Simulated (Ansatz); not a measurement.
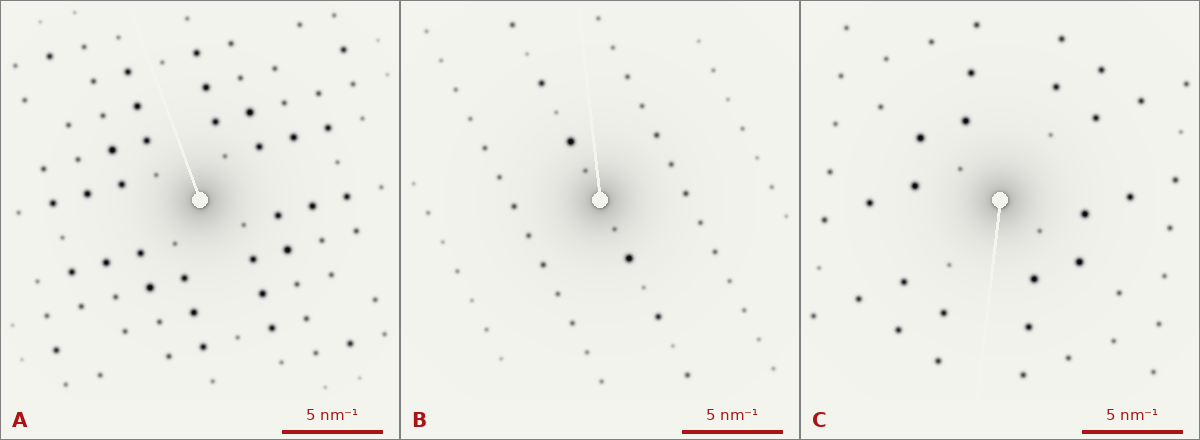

The patterns are kinematic simulations for 300 kV electrons (no multiple scattering; isotropic B = 0.5 Å²).

All three come from Cd3C2, space group P4/mbm (No. 127), a = 5.611 Å, c = 6.129 Å. Structure: the end point of a relaxation with DFT PBE, scalar-relativistic, plane waves, PAW in Ansatz 0.2.0; the starting structure was generated, so it need not be a known form of this composition.

Question: Assign the zone axes [001], [111], [210] to A, B and C.

Answer: A is [001]: square net of 0 1 0 (itself extinct) at d = 5.61 Å and -1 0 0 (itself extinct) at d = 5.61 Å, at 90.0°. B is [210]: rectangular net of 0 0 1 at d = 6.13 Å and 1 -2 0 at d = 2.51 Å, at 90.0°. C is [111]: centred rectangular net of -1 0 1 (itself extinct) at d = 4.14 Å and 0 -1 1 (itself extinct) at d = 4.14 Å, at 62.9°.
